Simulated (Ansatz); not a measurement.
Amorphous Si$_{18}$O$_{26}$C$_{12}$H$_{24}$

Preparation: random packing, a CHGNet melt and quench, and a DFT relaxation. O atoms were pushed apart under 1.9 Å during the dynamics, to hinder bonds among them. The hot cell started wider than the set density and was brought back towards it in steps. It is the lowest in DFT energy of 2 quenches. It is a model cell: composition and starting density were chosen by hand, and all elements were melted together. No dispersion term was used.

Methods: PBE, scalar-relativistic without spin-orbit coupling (Ansatz, a first-principles code); r2SCAN, scalar-relativistic without spin-orbit coupling (Ansatz); HSE06, scalar-relativistic without spin-orbit coupling (Ansatz). Geometry, pressure, stress and energy are those of the PBE run. Its sampling: a 2×2×2 Γ-centred mesh; Fermi-Dirac width 0.02 eV; no spin polarisation. Other functionals are single points at the zone centre (r2SCAN at 500 eV; exact exchange cut at the cell's faces), free to take moments where seeds were set. At PBE the levels at both edges of the gap are localised (band-tail or defect states), and the nearest spread-out levels lie 3.2 eV apart at the zone centre.

The number of atoms in the cell is 80. The density (volume relaxed, without dispersion) is 1.50 g/cm³, the volume per atom is 15.11 Å³ and the pressure on a 2×2×2 Γ-centred mesh is 0.03 GPa. The largest force and stress component on that mesh (the relaxation ran on the zone centre alone) is 0.05 eV/Å and 0.1 GPa. The energy relative to alpha cristobalite + CH4 gas + 6H silicon carbide + graphite (lowest mix at this level among the phases computed, not always the ambient ones) is 40.1 kJ/mol of atoms and the gap between localised states on a 2×2×2 Γ-centred mesh (PBE) comes out as 1.08 eV. The gap between localised states at the zone centre (PBE) is 1.12 eV. The gap between localised states at the zone centre (r2SCAN) comes out as 1.30 eV and the gap between localised states at the zone centre (HSE06) is 2.04 eV.

Cut-offs for bonds: Si-Si 2.60 Å, Si-O 2.00 Å, Si-C 2.19 Å, Si-H 1.72 Å, O-O 1.58 Å, O-C 1.62 Å, O-H 1.20 Å, C-C 1.78 Å, C-H 1.32 Å, H-H 0.90 Å. Two cations that share two anions don't count as bonded, nor two that share one unless they lie closer than Si-Si 2.38 Å, Si-C 2.00 Å, C-C 1.63 Å.

```json
{
 "Mean coordination of Si": "3.78 (1 with 2, 2 with 3, 15 with 4)",
 "Mean coordination of O": "1.96 (2 with 1, 23 with 2, 1 with 3)",
 "Mean coordination of C": "3.25 (2 with 2, 5 with 3, 5 with 4)",
 "Mean coordination of H": "1.00 (24 with 1)",
 "Mean Si-O bond": "1.652 Å (spread 0.050 Å, 43 counted)",
 "Mean Si-C bond": "1.867 Å (spread 0.058 Å, 14 counted)"
}
```

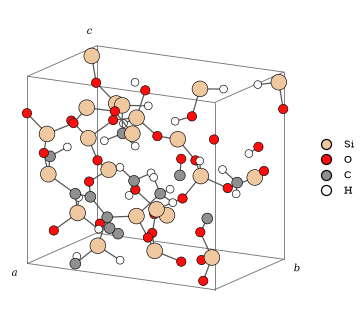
*The relaxed cell*

Its density started from a set value of 1.50 g/cm³. The simulated quench (nominally 340 K/ps over its main leg) is rapid and tends to freeze in more defects than a deposited or slowly cooled glass has. Values belong to this one cell and scatter from quench to quench. Volume and shape were free in the relaxation.
